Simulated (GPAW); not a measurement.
Consider CuSe (P4/nmm).

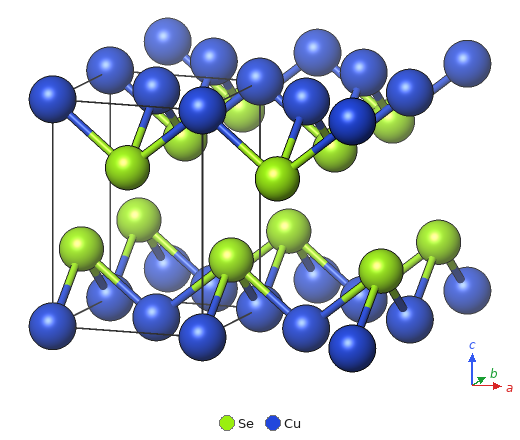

The structure (selenium green, copper blue). 2×2×1 cells are drawn. Some periodic images of atoms are drawn too.

```xyz
4
Lattice="3.7746 0.0000 0.0000 0.0000 3.7746 0.0000 0.0000 0.0000 5.4383" Properties=species:S:1:pos:R:3 pbc="T T T"
Se    0.0000    1.8873    1.5064
Se    1.8873    0.0000    3.9319
Cu    1.8873    1.8873    0.0000
Cu    0.0000    0.0000    0.0000
```

Absorber: atom 3, with 4 Se at 2.41 Å (tetrahedral, site symmetry -4m2). Method: GPAW, LDA, excited-electron core hole (neutral cell), 16-atom cell with 7.5 Å between holes, 3×3×3 k points, dipole transitions, Gaussian full width 1.55 eV up to 4 eV, rising linearly to 3.5 eV at 25 eV.

**Question.** Predict the near-edge structure at the Cu K edge.

Main maxima up to 30 eV above the zero (height): 7.0 eV (1.75), 10.6 eV (1.27), 14.4 eV (1.40), 20.0 eV (1.22) and 27.0 eV (1.05). A K edge sees empty p states on the absorber. The total-energy difference is 8990.85 eV. One term is added: -29.79 eV, since the hole is spin-paired here and a spin-polarised one costs that much less in the free atom (computed apart). The photon energy is then 8961.06 eV. The tabulated edge of the element is 8979 eV. The functional leaves an error in such absolute values: in the free atom LDA prices this hole 18.3 eV below PBE (computed apart), and PBE is itself good to a few eV.

The Cu K spectrum (energy from the lowest empty level; intensity scaled to a mean of 1 over the first 20 eV; polarised curves are means over the symmetry-equivalent atoms):

```
E (eV)  isotropic  ε ⊥ c  ε ∥ c
  -2.0       0.00   0.00   0.00
  -0.5       0.03   0.03   0.04
   1.0       0.04   0.03   0.04
   2.5       0.04   0.05   0.03
   4.0       0.54   0.60   0.43
   5.5       1.14   1.18   1.07
   7.0       1.75   1.80   1.64
   8.5       1.20   1.03   1.54
  10.0       1.23   1.05   1.59
  11.5       1.17   1.18   1.13
  13.0       1.21   1.24   1.16
  14.5       1.39   1.49   1.21
  16.0       1.16   1.28   0.94
  17.5       1.05   1.10   0.93
  19.0       1.17   1.19   1.11
  20.5       1.21   1.18   1.27
  22.0       1.06   1.02   1.12
  23.5       0.90   0.90   0.92
  25.0       0.96   0.96   0.95
  26.5       1.04   1.02   1.08
  28.0       1.02   0.98   1.10
  29.5       0.95   0.91   1.01
  31.0       1.00   0.98   1.04
```

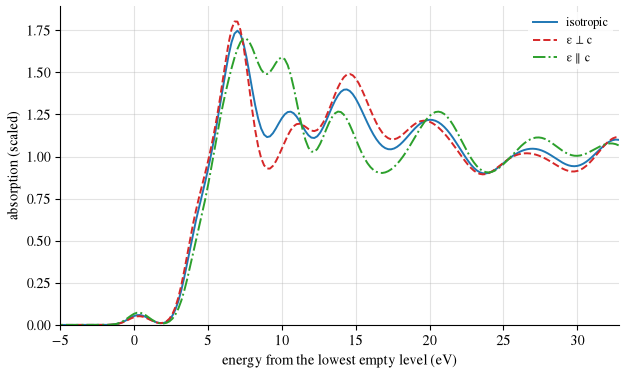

The Cu K edge.

The script folds with a Gaussian, whereas the core hole's own line is a Lorentzian, so the onset is too steep and the first peak too high. The unit cell's mesh shows no gap over 0.35 eV. That is right for a metallic compound; for a small-gap or correlated insulator it would be the fault of the functional or of the assumed magnetic order, and the hole would be screened too well. The mesh is coarse (0.39 Å⁻¹ between points), so small maxima may be mesh ripples. Lifetime broadening is put in by hand, and intensities beyond about 20 eV depend on it and on the partial waves. The structure is a computed Materials Project entry and may be a hypothetical form.

[Banner, clock and machine lines of the logs are left out without a mark of their own.]

[Logs are printed without paths, hosts, clocks, repeated set-up lines and the standing remarks that a program may print on its own settings, such as how far it seeks lower states.]

[Hosts, paths, dates, database ids (printed as entryN), source tags and the programs' standing remarks are cut or masked in the printed files.]

[Lists of maxima count a maximum above −3 eV only where it reaches 4 % of the highest in the window and stands out from its surroundings by 2 % of it (1.5 % where it reaches 55 %); shoulders and weaker maxima are passed over, and of the rest the first, up to two pre-edge ones and the few strongest are named.]
